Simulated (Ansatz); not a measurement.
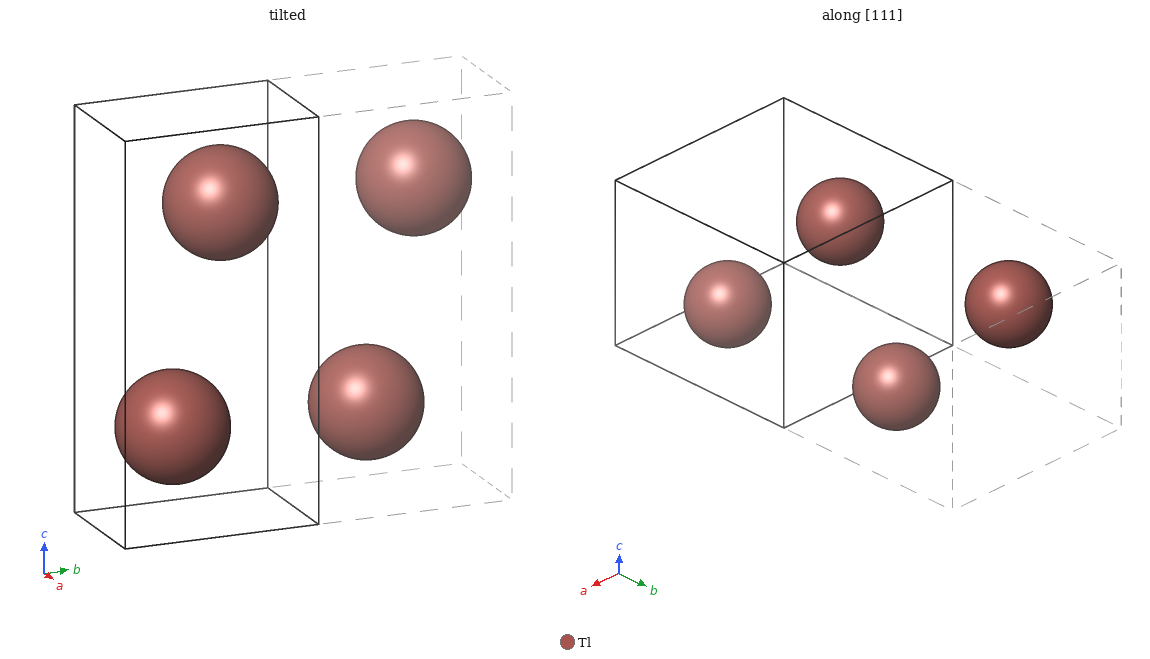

The structure above is drawn in spheres-only style and viewed slightly off an axis and along [111]. The conventional unit cell (solid box) is repeated to 1×2×1 cells. Cell: a = 3.460 Å, b = 3.460 Å, c = 5.533 Å, α = 90.00°, β = 90.00°, γ = 120.00°.

What can be read from this drawing?

The element is thallium. Its lattice is primitive hexagonal, its space group P6_3/mmc (No. 194). Among the common structure types it is hexagonal close-packed (Mg type). The cell holds two atoms. About every Tl there are twelve Tl in an anticuboctahedral arrangement at about 3.4 Å.

Starting structure: the standard structure of this element. Earlier steps of the study, as a rule a relaxation of our own, may have changed the cell and positions, so they can lie some per cent off the listed ones. A calculation with Ansatz used it as input.
